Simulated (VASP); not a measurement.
# V: V into a neighbouring V vacancy, part 3 of 5

How hard is this move in V: V into a neighbouring V vacancy? Both ends are relaxed first, then a band of images between them.

VASP 6.6.1; PBEsol, no spin polarisation; plane waves and PAW (V).

So far. Step 3 (Relax the host again, on a new basis): The start already met the threshold, so nothing moved. Step 4 (Relax the start): The run ended after 13 ionic steps, 0.584 eV below its first step, once the forces on the free atoms met EDIFFG = -0.05.

### 5. Relax the end

The end state is relaxed in the same way, so that both ends share their errors.

INCAR

```
SYSTEM = V
PREC = Normal
ENCUT = 280
EDIFF = 1E-05
NELM = 120
ISMEAR = 1
SIGMA = 0.15
LREAL = Auto
ALGO = Fast
GGA = PS
NBANDS = 174
LASPH = .TRUE.
LORBIT = 11
LWAVE = .FALSE.
LCHARG = .FALSE.
KPAR = 6
IBRION = 2
NSW = 60
ISIF = 2
EDIFFG = -0.05
POTIM = 0.4
MAXMIX = 40
ISYM = 0
```

POSCAR

```
V
1.0
    8.8297515336      0.0000000000      0.0000000000
    0.0000000000      8.8297515336      0.0000000000
    0.0000000000      0.0000000000      8.8297515336
V
53
Direct
    0.3333297841      0.0020375804     -0.0005360588
    0.6652411341      0.0005243886      0.0015858923
    0.0015032305      0.3378011235      0.0004737788
   -0.0013418500     -0.0002853516      0.3331691191
    0.0002462977     -0.0000680151      0.0003940449
    0.3295487420      0.3352125005     -0.0013018243
    0.3306760474      0.0014445506      0.3363171681
    0.5011167430      0.1670317037      0.1645551230
    0.6731709660      0.3353271802     -0.0025805815
    0.6649007327      0.0001970140      0.3298117594
    0.8337152929      0.1656268378      0.1694442547
    0.0021793471      0.6605254170      0.0000944593
   -0.0036636761      0.3358467404      0.3337141048
    0.1679088431      0.4975874186      0.1708081881
    0.3379089397      0.6642548864      0.0008444521
   -0.0015250767     -0.0000533875      0.6637999111
    0.1708958809      0.1644714078      0.4993293496
    0.3344692269      0.3318665634      0.3327912740
    0.4987233166      0.4996977021      0.1640153064
    0.6656745933      0.6661980399     -0.0007559126
    0.3334617400     -0.0006638969      0.6683727428
    0.4992679388      0.1663571459      0.4984942241
    0.6654740740      0.3304691694      0.3345084171
    0.8307454507      0.4983105835      0.1674803808
    0.6675785233     -0.0009062877      0.6620928895
    0.8342858251      0.1672545959      0.4968008585
    0.0017448330      0.6650786270      0.3307824391
    0.1668835034      0.8329290854      0.1671256241
   -0.0036371308      0.3374381603      0.6653016031
    0.1631792315      0.5014017205      0.4991963440
    0.3340691603      0.6658974300      0.3331980172
    0.5005566925      0.8316421127      0.1682040590
    0.1656023104      0.1646967650      0.8335078171
    0.3343413827      0.3328144527      0.6647129995
    0.5014038573      0.4960127331      0.4976650212
    0.6667561888      0.6635837727      0.3333967423
    0.8332090645      0.8353690413      0.1645946031
    0.4985822783      0.1674213463      0.8277667812
    0.6736884776      0.3317508409      0.6650135397
    0.8352838469      0.4999097781      0.4959694707
    0.8347533673      0.1686041569      0.8323141738
   -0.0006378444      0.6677674555      0.6646082164
    0.1676596472      0.8337847583      0.4984712308
    0.1635134593      0.4994889871      0.8313504411
    0.3356015970      0.6669930301      0.6684381424
    0.5003049280      0.8339288226      0.4982264531
    0.5015131738      0.5040424654      0.8326318695
    0.6653239913      0.6663091556      0.6655765335
    0.8317444340      0.8336463515      0.4993410516
    0.8365924818      0.5000004567      0.8340670164
    0.1688230623      0.8326521004      0.8365876413
    0.4985669037      0.8315024150      0.8325037131
    0.8330734904      0.8301592503      0.8332538412
```

KPOINTS

```
Automatic mesh
0
Monkhorst-Pack
2 2 2
0 0 0
```

Potentials, in the order of the species: V (PBE family, release 64).

The run is started by

```console
> mpirun -np 6 vasp_std
```

The program printed:

```text
[... set-up lines as in an earlier step ...]
 entering main loop
       N       E                     dE             d eps       ncg     rms          rms(c)
DAV:   1     0.155450656725E+04    0.15545E+04   -0.53565E+04  1416   0.105E+03
DAV:   2    -0.265464556920E+03   -0.18200E+04   -0.17477E+04  1392   0.335E+02
DAV:   3    -0.553204917538E+03   -0.28774E+03   -0.26591E+03  2232   0.150E+02
DAV:   4    -0.581652270295E+03   -0.28447E+02   -0.26255E+02  2208   0.610E+01
DAV:   5    -0.582892861505E+03   -0.12406E+01   -0.12078E+01  2176   0.114E+01    0.964E+01
RMM:   6    -0.528549508115E+03    0.54343E+02   -0.26256E+02  1392   0.811E+01    0.296E+01
RMM:   7    -0.552448550133E+03   -0.23899E+02   -0.17204E+02  1392   0.615E+01    0.445E+01
RMM:   8    -0.506796861871E+03    0.45652E+02   -0.78266E+01  1392   0.460E+01    0.129E+01
RMM:   9    -0.507289680612E+03   -0.49282E+00   -0.30097E+01  1700   0.164E+01    0.110E+01
RMM:  10    -0.506662390570E+03    0.62729E+00   -0.65454E+00  1422   0.104E+01    0.705E+00
RMM:  11    -0.506316328532E+03    0.34606E+00   -0.30875E+00  1403   0.812E+00    0.394E+00
RMM:  12    -0.506449643185E+03   -0.13331E+00   -0.21827E+00  1632   0.492E+00    0.378E+00
RMM:  13    -0.506273897457E+03    0.17575E+00   -0.62774E-01  1411   0.355E+00    0.131E+00
RMM:  14    -0.506318576982E+03   -0.44680E-01   -0.63632E-01  1838   0.198E+00    0.131E+00
RMM:  15    -0.506311117971E+03    0.74590E-02   -0.13015E-01  1489   0.142E+00    0.865E-01
RMM:  16    -0.506312862197E+03   -0.17442E-02   -0.88878E-02  1649   0.953E-01    0.624E-01
RMM:  17    -0.506312350430E+03    0.51177E-03   -0.39850E-02  1695   0.583E-01    0.430E-01
RMM:  18    -0.506311539304E+03    0.81113E-03   -0.15685E-02  1572   0.429E-01    0.275E-01
RMM:  19    -0.506312178446E+03   -0.63914E-03   -0.11153E-02  1710   0.305E-01    0.266E-01
RMM:  20    -0.506311671790E+03    0.50666E-03   -0.30221E-03  1417   0.247E-01    0.157E-01
RMM:  21    -0.506311730773E+03   -0.58983E-04   -0.27887E-03  1807   0.143E-01    0.133E-01
RMM:  22    -0.506311569852E+03    0.16092E-03   -0.69135E-04  1454   0.110E-01    0.718E-02
RMM:  23    -0.506311585657E+03   -0.15804E-04   -0.68341E-04  1930   0.536E-02    0.465E-02
RMM:  24    -0.506311564916E+03    0.20741E-04   -0.13027E-04  1516   0.409E-02    0.226E-02
RMM:  25    -0.506311565085E+03   -0.16854E-06   -0.86699E-05  1391   0.245E-02
   1 F= -.50631157E+03 E0= -.50634058E+03  d E =-.506312E+03
 curvature:   0.00 expect dE= 0.000E+00 dE for cont linesearch  0.000E+00
 trial: gam= 0.00000 g(F)=  0.176E+00 g(S)=  0.000E+00 ort = 0.000E+00 (trialstep = 0.100E+01)
 search vector abs. value=  0.176E+00
 bond charge predicted
       N       E                     dE             d eps       ncg     rms          rms(c)
DAV:   1    -0.506472482416E+03   -0.16092E+00   -0.80016E+00  1504   0.560E+00    0.117E+00
RMM:   2    -0.506531963669E+03   -0.59481E-01   -0.54606E-01  1392   0.346E+00    0.247E+00
RMM:   3    -0.506463247352E+03    0.68716E-01   -0.17700E-01  1392   0.224E+00    0.732E-01
RMM:   4    -0.506464710662E+03   -0.14633E-02   -0.69028E-02  1593   0.885E-01    0.626E-01
RMM:   5    -0.506463427566E+03    0.12831E-02   -0.38444E-02  1628   0.657E-01    0.470E-01
RMM:   6    -0.506461168465E+03    0.22591E-02   -0.14417E-02  1451   0.492E-01    0.243E-01
RMM:   7    -0.506461939903E+03   -0.77144E-03   -0.15777E-02  1953   0.278E-01    0.237E-01
RMM:   8    -0.506461213806E+03    0.72610E-03   -0.22254E-03  1463   0.188E-01    0.959E-02
RMM:   9    -0.506461313411E+03   -0.99605E-04   -0.24693E-03  1939   0.981E-02    0.687E-02
RMM:  10    -0.506461294264E+03    0.19147E-04   -0.45308E-04  1707   0.615E-02    0.518E-02
RMM:  11    -0.506461270769E+03    0.23495E-04   -0.13259E-04  1458   0.468E-02    0.285E-02
RMM:  12    -0.506461271631E+03   -0.86251E-06   -0.94250E-05  1492   0.307E-02
   2 F= -.50646127E+03 E0= -.50649122E+03  d E =-.149707E+00
[... from here on, the cycles between the ionic steps are left out ...]
   3 F= -.50660036E+03 E0= -.50662512E+03  d E =-.288800E+00
   4 F= -.50660227E+03 E0= -.50662596E+03  d E =-.290703E+00
   5 F= -.50665011E+03 E0= -.50667185E+03  d E =-.478432E-01
   6 F= -.50676178E+03 E0= -.50678162E+03  d E =-.159516E+00
   7 F= -.50665683E+03 E0= -.50667021E+03  d E =-.545595E-01
   8 F= -.50678900E+03 E0= -.50680854E+03  d E =-.186733E+00
   9 F= -.50682909E+03 E0= -.50684934E+03  d E =-.400932E-01
  10 F= -.50687824E+03 E0= -.50689590E+03  d E =-.892375E-01
  11 F= -.50690330E+03 E0= -.50692056E+03  d E =-.250568E-01
  12 F= -.50692869E+03 E0= -.50694329E+03  d E =-.504500E-01
 curvature:  -1.74 expect dE=-0.593E-02 dE for cont linesearch -0.125E-04
 trial: gam= 0.13186 g(F)=  0.341E-02 g(S)=  0.000E+00 ort =-0.457E-03 (trialstep = 0.150E+01)
 search vector abs. value=  0.379E-02
 bond charge predicted
       N       E                     dE             d eps       ncg     rms          rms(c)
DAV:   1    -0.506933263852E+03   -0.45744E-02   -0.37403E-01  1472   0.121E+00    0.296E-01
RMM:   2    -0.506933250241E+03    0.13610E-04   -0.15285E-02  1392   0.586E-01    0.326E-01
RMM:   3    -0.506932246821E+03    0.10034E-02   -0.47236E-03  1392   0.329E-01    0.118E-01
RMM:   4    -0.506932562683E+03   -0.31586E-03   -0.52873E-03  1917   0.173E-01    0.128E-01
RMM:   5    -0.506932411664E+03    0.15102E-03   -0.10402E-03  1414   0.139E-01    0.836E-02
RMM:   6    -0.506932414629E+03   -0.29644E-05   -0.85326E-04  1721   0.825E-02    0.653E-02
RMM:   7    -0.506932398314E+03    0.16315E-04   -0.32316E-04  1654   0.571E-02    0.517E-02
RMM:   8    -0.506932375682E+03    0.22631E-04   -0.11723E-04  1439   0.427E-02    0.340E-02
RMM:   9    -0.506932371969E+03    0.37136E-05   -0.13348E-04  1572   0.307E-02    0.227E-02
RMM:  10    -0.506932370592E+03    0.13764E-05   -0.44917E-05  1143   0.241E-02
  13 F= -.50693237E+03 E0= -.50694585E+03  d E =-.368209E-02
 trial-energy change:   -0.003682  1 .order   -0.003692   -0.005014   -0.002370
 step:   2.8419(harm=  2.8419)  dis= 0.00701  next Energy=  -506.933443 (dE=-0.475E-02)
 reached required accuracy - stopping structural energy minimisation
```

Elapsed: 5.5 min, on 6 MPI ranks of Intel Xeon 6975P-C (Granite Rapids), shared host; peak memory 2 GiB; 29 min of CPU time.

From OUTCAR (step 5):

```text
   NELECT =     265.0000    total number of electrons

 E-fermi :   6.3268

 k-point     1 :       0.2500    0.2500    0.2500
  band No.  band energies     occupation
    ...
    131       6.2906      1.39487
    132       6.2914      1.38727
    133       6.3261      1.00712
    134       6.3615      0.61920
    135       6.3621      0.61338
    136       6.4125      0.18621
    137       6.4523      0.00213
    138       6.4536     -0.00168
    139       6.5097     -0.07091
    140       6.5117     -0.07090
    ...

  Total       -4.3442236     -4.3107518     -4.3898477      0.1075660     -0.0081172     -0.0729832
  in kB      -10.1106087    -10.0327076    -10.2167929      0.2503458     -0.0188917     -0.1698589
  external PRESSURE =     -10.1200364 kB  Pullay stress =       0.0000000 kB

 POSITION                                       TOTAL-FORCE (eV/Angst)
 -----------------------------------------------------------------------------------
      2.84569      0.09198      0.09028         0.017634      0.009679      0.004022
      5.88999      8.80624      8.80465         0.002780      0.005345     -0.020021
      0.09925      2.84171      0.08768         0.002546      0.009943      0.007220
      0.09165      0.08953      2.84576         0.001717      0.009642     -0.011359
      0.09521      0.08933      0.08796         0.002563      0.012663      0.002243
      2.86062      2.84999      0.08764        -0.017539     -0.005543     -0.006067
      2.84926      0.09012      2.84193         0.001444      0.011958      0.003312
      4.52058      1.46743      1.46918        -0.019030      0.003781     -0.019548
      5.88488      2.96111      8.80253         0.030479      0.013996      0.001333
      5.88682      8.80589      2.95927        -0.000567      0.004075     -0.005237
      7.25810      1.47014      1.46512         0.003590     -0.011321      0.001623
      8.81051      5.89141      8.80391         0.003920     -0.038856     -0.010293
      0.09388      2.84872      2.84288         0.003875     -0.006411     -0.000157
      1.47203      4.51520      1.46190         0.015653      0.001572      0.016047
      2.96762      5.88626      8.80214        -0.001077     -0.019934      0.004658
      8.81088      8.80798      5.88047        -0.009610      0.002720     -0.000951
      1.46930      1.46865      4.50828         0.014865     -0.007518      0.010057
      2.84797      2.84941      2.84353         0.003523     -0.014696     -0.010199
      4.39593      4.38943      1.46625        -0.012930      0.005929     -0.003937
      5.88931      5.88276      0.00357         0.007553      0.005567     -0.017635
      2.96525      8.80518      5.87567        -0.002769      0.020604      0.033641
      4.39064      1.47007      4.38370         0.009200     -0.005989      0.002764
      5.89143      2.96266      2.95673        -0.014347      0.001846      0.011481
      7.38771      4.38920      1.46424        -0.025240      0.004076      0.003925
[...]
-----------------------------------------------------------------------------------
    total drift:                               -0.002140      0.001923      0.015225

  FREE ENERGIE OF THE ION-ELECTRON SYSTEM (eV)
  ---------------------------------------------------
  free  energy   TOTEN  =      -506.9323705924 eV

  energy  without entropy=     -506.9728216175  energy(sigma->0) =     -506.94585427

[... 6 parts as in an earlier step ...]

[... 7 further parts left out ...]
```

Relaxation path:

```tsv
step	energy less that of the first step (eV)	largest force (eV/Å)
1	0.0000	0.6254
2	-0.1497	0.4255
3	-0.2888	0.2205
4	-0.2907	0.2341
5	-0.3385	0.2651
6	-0.4502	0.3587
7	-0.3453	0.4880
8	-0.4774	0.3966
9	-0.5175	0.3550
10	-0.5667	0.2330
11	-0.5917	0.1714
12	-0.6171	0.0770
13	-0.6208	0.0404
```

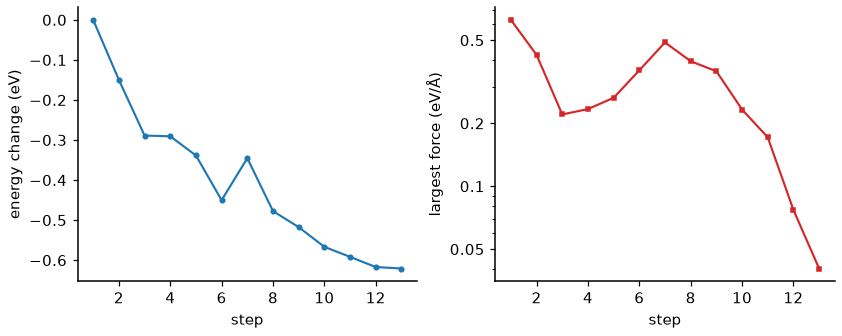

Energy and largest force along the relaxation.

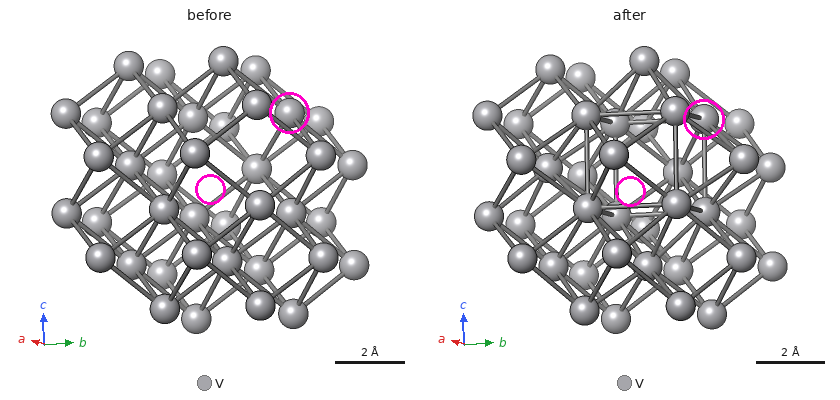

Before and after: the atoms that start within 5 Å of the centre. V13, which moves most, is ringed if it is among them. A ring with no atom in it marks the empty centre.

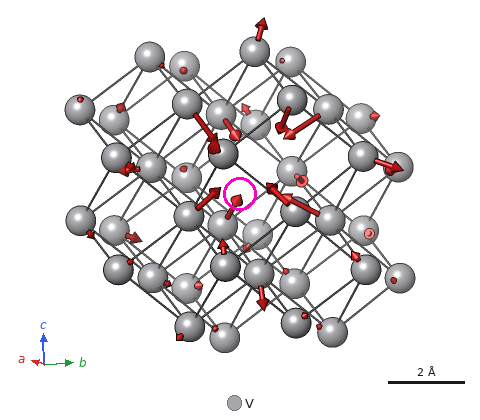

Displacements in the relaxation near the centre, exaggerated; the longest in the cell stands for 0.20 Å. A ring marks the centre wherever it is empty.

The atoms that moved most (Å):

```tsv
atom	dx	dy	dz	length
V13	0.126	-0.117	-0.104	0.201
V3	0.086	-0.141	0.083	0.185
V4	0.104	0.092	-0.096	0.169
V7	-0.071	0.077	-0.128	0.165
V18	-0.105	-0.081	-0.095	0.163
V6	-0.049	-0.110	0.099	0.156
V1	-0.098	0.074	0.095	0.155
V5	0.093	0.090	0.084	0.155
```

This step gave:

```
electronic cycles       : 158
free energy (TOTEN)     : -506.9324 eV
energy at zero smearing : -506.9459 eV
Fermi energy            : 6.327 eV
```

The run ended after 13 ionic steps, 0.621 eV below its first step, once the forces on the free atoms met EDIFFG = -0.05.

(Continued in part 4 of 5.)

[Lines on the potential files, build, host, timing and source positions are cut from VASP's logs without a mark.]

[Logs are printed without paths, hosts, clocks, repeated set-up lines and the standing remarks that a program may print on its own settings, such as how far it seeks lower states.]

[Hosts, paths, dates, database ids (printed as entryN), source tags and the programs' standing remarks are cut or masked in the printed files.]

[Runs that stopped without an error message from VASP are left out.]
